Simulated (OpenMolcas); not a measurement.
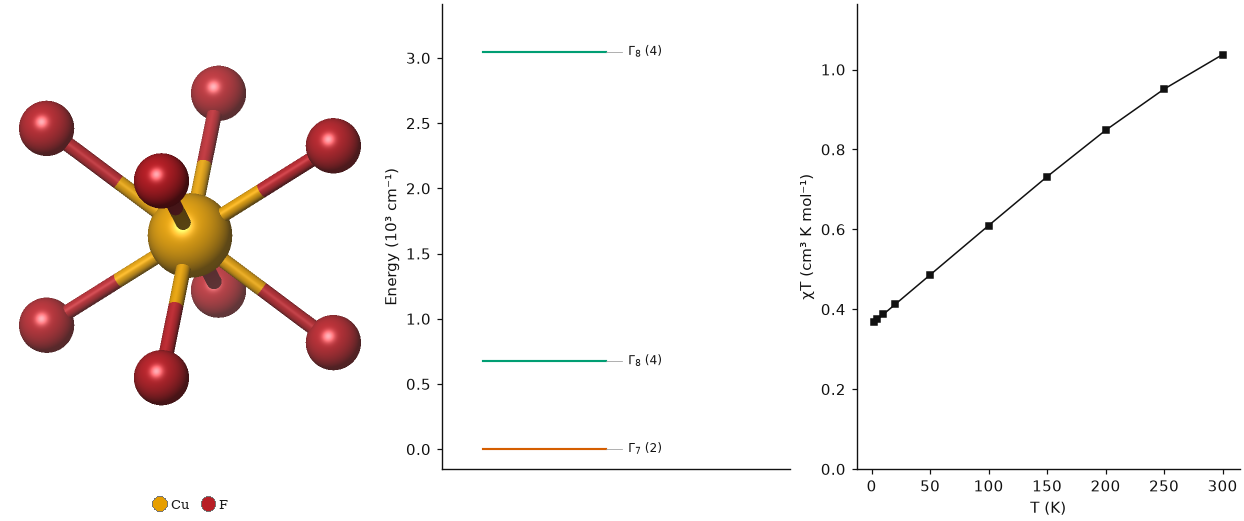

Cu²⁺ (3d⁹) as a dopant in CaF₂, a cluster with its 8 nearest F⁻ at 2.386 Å (cube) embedded in model potentials and point charges; the geometry was set, not optimised, and its levels and susceptibility. Labels give the representation in O, Td, D4 or D3 as the site allows (double group for half-integer spin) where it could be assigned and, in brackets, the degeneracy; spin-free states, where drawn, share the zero of the spin-orbit levels. The calculation used state-averaged CASSCF, active space 9 electrons in the shell 3d, basis ANO-RCC-VDZP on all atoms, DKH2 scalar Hamiltonian, spin-orbit coupling by RASSI with atomic mean-field integrals (OpenMolcas). Powder susceptibility by Van Vleck's formula.

### What does the figure show?

The ground level is Γ₇, a Kramers doublet, 100 % from states of spin multiplicity 2. Its principal g values are 1.97, 1.97 and 1.97, isotropic. The next level lies at 673 cm⁻¹ (Γ₈). χT is 0.367 cm³ K mol⁻¹ at 2 K and 1.04 at 300 K, an effective moment of 2.88 μB. The active orbitals hold 98 to 100 % metal character (Löwdin), and the Mulliken charge of the metal is +1.55.

Limits of the model: the geometry is set by hand, with no relaxation and no charge compensation.
